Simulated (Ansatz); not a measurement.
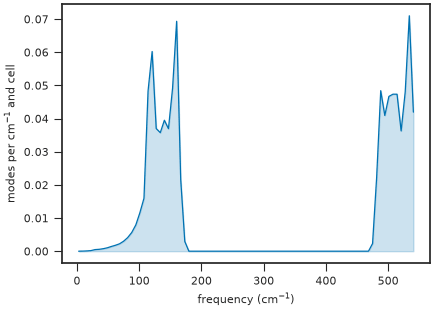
Figure. Phonon density of states of HfN (rock salt, Fm-3m); finite displacements on a 8×8×8 mesh, PBEsol in Ansatz (an electronic-structure program), k mesh 16×16×16, methfessel-paxton smearing of 0.15 eV

Spin-orbit coupling is not included.

Question: Where is the tallest peak, and is there a gap in the spectrum?

Answer: The tallest peak lies near 530 cm⁻¹. There is at least one gap; the lowest begins near 180 cm⁻¹.

The PAW data sets were generated under PBE and serve the other functionals too.
